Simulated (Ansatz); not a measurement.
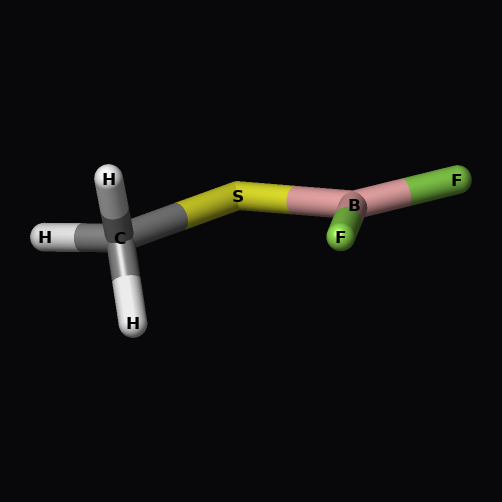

The picture shows a molecular structure as a stick model. Every bond is drawn as one stick, whatever its order.

The computed structure is the end point of a PBE0-D4/def2-TZVP optimisation.

Which formula does it have?

Answer. CH3BF2S, 8 atoms: 1 carbon, 3 hydrogen, 1 boron, 2 fluorine and 1 sulfur.

Write the SMILES.

Answer. CSB(F)F

The parts below concern this one geometry. Atoms keep their numbers from picture to picture.

## Geometry

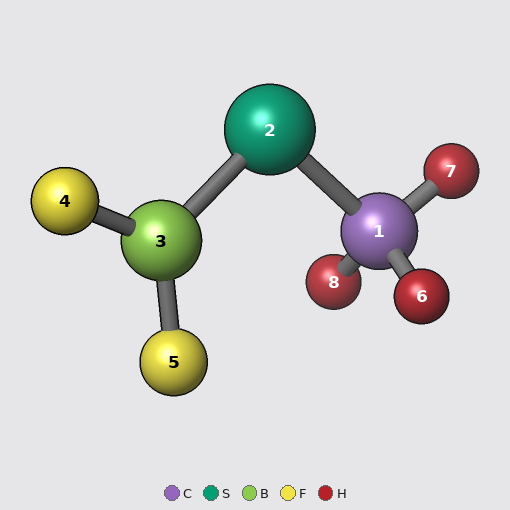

Numbered structure.

Give these bond angles: S2–C1–H6, S2–C1–H7, S2–C1–H8, H6–C1–H7, H6–C1–H8, H7–C1–H8, C1–S2–B3, S2–B3–F4, S2–B3–F5, F4–B3–F5.

```
   angle  degrees
S2–C1–H6    110.8
S2–C1–H7    106.5
S2–C1–H8    110.8
H6–C1–H7    109.3
H6–C1–H8    110.0
H7–C1–H8    109.3
C1–S2–B3    101.2
S2–B3–F4    119.6
S2–B3–F5    122.5
F4–B3–F5    117.9
```

## Vibrations

Harmonic vibrations computed with RKS PBE0-D4/def2-TZVP (Ansatz 0.2.0) at a stationary point of the same level.

How many vibrational modes are there, and where do they lie?

Answer. 18 modes: 67, 119, 177, 357, 420, 583, 680, 741, 974, 994, 1252, 1355, 1411, 1468, 1473, 3082, 3177, 3181 cm⁻¹.

## Levels of theory compared

Program: Ansatz 0.2.0.

At this fixed geometry, give HOMO energy (eV), dipole (D), HOMO–LUMO gap (eV) at these levels: B3LYP-D4/def2-TZVPP; PBE-D4/def2-TZVPP; r2SCAN-D4/def2-TZVPP; ωB97M-V/def2-TZVPP.

```json
{"level": "B3LYP-D4/def2-TZVPP", "HOMO energy (eV)": "−7.50", "dipole (D)": "2.18", "HOMO–LUMO gap (eV)": "7.48"}
{"level": "PBE-D4/def2-TZVPP", "HOMO energy (eV)": "−6.49", "dipole (D)": "2.13", "HOMO–LUMO gap (eV)": "5.73"}
{"level": "r2SCAN-D4/def2-TZVPP", "HOMO energy (eV)": "−6.76", "dipole (D)": "2.20", "HOMO–LUMO gap (eV)": "6.39"}
{"level": "ωB97M-V/def2-TZVPP", "HOMO energy (eV)": "−9.91", "dipole (D)": "2.13", "HOMO–LUMO gap (eV)": "11.87"}
```

## Charges

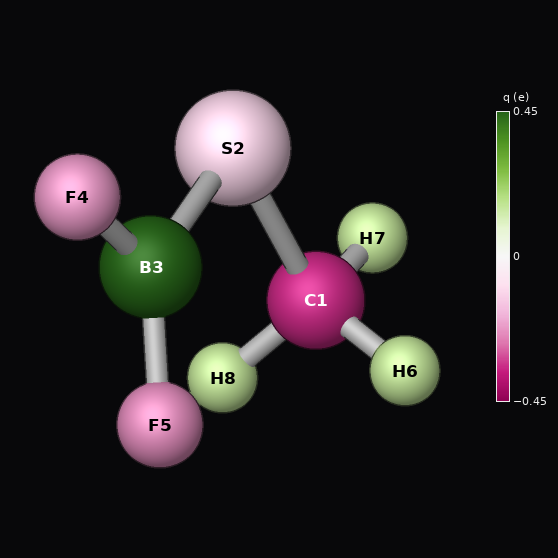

Atoms are coloured by their Mulliken charges. Method: RKS PBE0-D4/def2-TZVP (Ansatz 0.2.0).

Which atom carries the highest charge (most positive or least negative)?

Answer. B3 (0.45 e).

And the lowest?

Answer. C1 (−0.34 e).

List the Mulliken charges.

| atom | value (e) |
| --- | --- |
| C1 | −0.34 |
| S2 | −0.11 |
| B3 | 0.45 |
| F4 | −0.22 |
| F5 | −0.24 |
| H6 | 0.15 |
| H7 | 0.15 |
| H8 | 0.15 |

Mulliken values depend strongly on the basis set and can even reverse the polarity of a bond.
